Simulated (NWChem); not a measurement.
# ACM/def2-SVPD run of SiCl2 (SMILES Cl[Si]Cl)

Aim: the energy change on altering one bond length of SiCl2 at ACM/def2-SVPD, from 2 runs. 

The results are computed with NWChem 7.3.0.

2 further runs of the same task are left out: 1 that didn't finish, 1 set aside as unsound or not needed.

## Step 1: The system as given

The species is SiCl2 (3 atoms), meant as a singlet with charge 0. As SMILES, `Cl[Si]Cl`. The coordinates come from a GFN2-xTB relaxation.

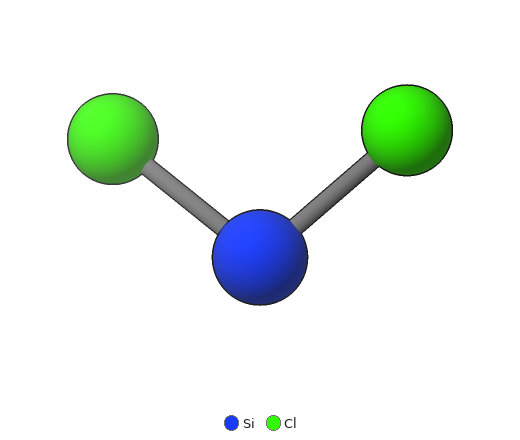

Viewed from a chosen angle; silicon blue, chlorine green.

## Step 2: The charge distribution at ACM/def2-SVPD

The input, test.nw:

```
start test
title "Cl2Si ACM"
memory 2200 mb
geometry units angstroms noautosym nocenter noautoz
   Si     0.005140    -0.006950    -0.869340
   Cl     1.581630    -0.018940     0.444080
   Cl    -1.586770     0.025890     0.425270
end
basis spherical bse
   * library def2-SVPD
end
dft
   xc acm
   grid fine
   mulliken
end
property
   dipole
   octupole
   moldenfile
   molden_norm janpa
end
task dft property
```

Started as:

```console
$ nwchem test.nw > test.out
```

What it wrote:

```text
[...]
          Wavefunction type:  closed shell.
          No. of atoms     :     3
          No. of electrons :    48
[...]
          Charge           :     0
          Spin multiplicity:     1
[...]
          AO basis - number of functions:    78
[...]
              XC Information
              --------------
          Adiabatic Connection Method XC Potential
                     Hartree-Fock (Exact) Exchange  0.200
                        Slater Exchange Functional  0.800 local
                    Becke 1988 Exchange Functional  0.720 non-local
                      VWN V Correlation Functional  1.000 local
                Perdew 1991 Correlation Functional  0.810 non-local
[...]
 d= 0,ls=0.0,diis     1  -1209.4432859875 -1.38D+03  1.54D-02  3.96D-01     1.1
[...]
 d= 0,ls=0.0,diis     8  -1209.4938870024 -2.90D-09  1.60D-06  3.13D-08     6.6
         Total DFT energy =    -1209.493887002421
      One electron energy =    -2011.876374408046
           Coulomb energy =      708.665716207175
    Exchange-Corr. energy =      -77.295219872946
 Nuclear repulsion energy =      171.011991071396
[...]
      Total Density - Mulliken Population Analysis
     ---------------------------------------------
    Atom       Charge   Shell Charges
 -----------   ------   -------------------------------------------------------
    1 Si  14    13.22   2.00  1.99  1.41  0.25  0.05  5.92  0.89  0.51  0.21  0.00
    2 Cl  17    17.39   2.00  1.98  1.29  0.67  0.02  5.93  2.16  3.12  0.18  0.02  0.03
    3 Cl  17    17.39   2.00  1.98  1.29  0.67  0.02  5.93  2.16  3.12  0.18  0.02  0.03
[...]
   Dipole moment        0.7732008506 Debye(s)
             DMX        0.0055356572 DMXEFC        0.0000000000
             DMY       -0.0061946645 DMYEFC        0.0000000000
             DMZ       -0.7731562183 DMZEFC        0.0000000000
   -EFC- dipole         0.0000000000 DEBYE(S)
   Total dipole         0.7732008506 DEBYE(S)
[...]
```

Wall time 7.2 s (1 thread of Intel Xeon 6975P-C (Granite Rapids), shared host); peak memory 0.22 GiB.

Atomic charges (e):

```tsv
atom	Mulliken	Löwdin
Si1	+0.780	+0.280
Cl2	-0.390	-0.140
Cl3	-0.390	-0.140
```

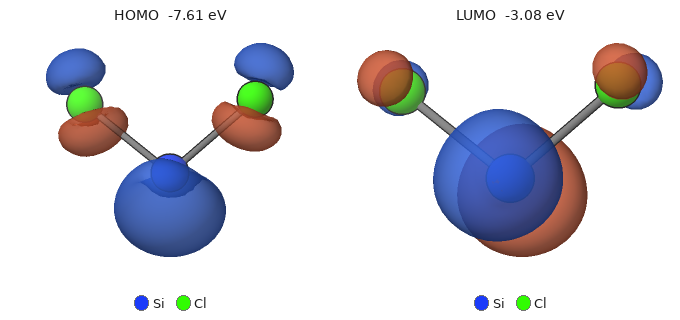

Frontier orbitals of this run, surfaces at ±0.2 Å^-3/2.

## Step 3: The distorted shape

The input, mymol.xyz:

```xyz
3
SiCl2
Si     0.403117    -0.015160    -1.192992
Cl     1.979608    -0.027150     0.120427
Cl    -1.586770     0.025890     0.425270
```

The input, mymol.nw:

```
start mymol
title "SiCl2"
memory 2200 mb
charge 0

geometry noautosym nocenter noautoz
  load mymol.xyz
end

basis "ao basis" spherical bse
  * library def2-SVPD
end

dft
  xc acm
  grid fine
  mulliken
end

property
  dipole
  octupole
  moldenfile
  molden_norm janpa
end

task dft property
```

Started as:

```console
$ nwchem mymol.nw > mymol.out
```

What it wrote:

```text
[...]
          Wavefunction type:  closed shell.
          No. of atoms     :     3
          No. of electrons :    48
[...]
          Charge           :     0
          Spin multiplicity:     1
[...]
          AO basis - number of functions:    78
[...]
              XC Information
              --------------
          Adiabatic Connection Method XC Potential
                     Hartree-Fock (Exact) Exchange  0.200
                        Slater Exchange Functional  0.800 local
                    Becke 1988 Exchange Functional  0.720 non-local
                      VWN V Correlation Functional  1.000 local
                Perdew 1991 Correlation Functional  0.810 non-local
[...]
 d= 0,ls=0.0,diis     1  -1209.3758956297 -1.36D+03  3.04D-02  5.02D-01     1.0
[...]
 d= 0,ls=0.0,diis    10  -1209.4669967232 -1.12D-08  6.95D-07  8.87D-10     5.9
         Total DFT energy =    -1209.466996723177
      One electron energy =    -1976.305380672657
           Coulomb energy =      690.832250010719
    Exchange-Corr. energy =      -77.190320499160
 Nuclear repulsion energy =      153.196454437920
[...]
      Total Density - Mulliken Population Analysis
     ---------------------------------------------
    Atom       Charge   Shell Charges
 -----------   ------   -------------------------------------------------------
    1 Si  14    13.18   2.00  1.99  1.50  0.28  0.02  5.92  0.75  0.56  0.13  0.03
    2 Cl  17    17.34   2.00  1.98  1.29  0.67  0.02  5.93  2.15  3.09  0.16  0.02  0.03
    3 Cl  17    17.48   2.00  1.98  1.28  0.69  0.03  5.93  2.10  3.19  0.24  0.01  0.02
[...]
   Dipole moment        3.7824469841 Debye(s)
             DMX        2.7998407879 DMXEFC        0.0000000000
             DMY       -0.0598592995 DMYEFC        0.0000000000
             DMZ       -2.5424817824 DMZEFC        0.0000000000
   -EFC- dipole         0.0000000000 DEBYE(S)
   Total dipole         3.7824469841 DEBYE(S)
[...]
```

It took 6.6 s on 1 thread of Intel Xeon 6975P-C (Granite Rapids), shared host; peak memory 0.23 GiB.

Atomic charges (e):

```tsv
atom	Mulliken	Löwdin
Si1	+0.820	+0.480
Cl2	-0.340	-0.130
Cl3	-0.480	-0.350
```

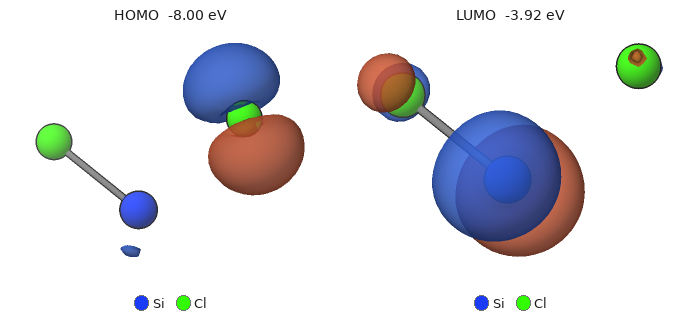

Frontier orbitals of this run, surfaces at ±0.2 Å^-3/2.

## Step 4: Summary of results

Level: ACM/def2-SVPD.

```
                                                           quantity           value
                                          first shape: total energy  -1209.49389 Eh
                                         first shape: dipole moment          0.77 D
                                           first shape: HOMO energy        -7.61 eV
                                           first shape: LUMO energy        -3.08 eV
                                         first shape: HOMO–LUMO gap         4.54 eV
                                      distorted shape: total energy  -1209.46700 Eh
                                     distorted shape: dipole moment          3.78 D
                                       distorted shape: HOMO energy        -8.00 eV
                                       distorted shape: LUMO energy        -3.92 eV
                                     distorted shape: HOMO–LUMO gap         4.09 eV
energy change with the Si1–Cl3 bond stretched from 2.052 to 2.565 Å        0.732 eV
```

What this shows: With the Si1–Cl3 bond stretched from 2.052 to 2.565 Å the energy rises by 0.73 eV (16.9 kcal/mol). The first shape isn't relaxed at this level, so the change isn't measured from a minimum. Mulliken charges (first shape) run from -0.39 on Cl2 to +0.78 on Si1; in a basis this large or diffuse they mean little.
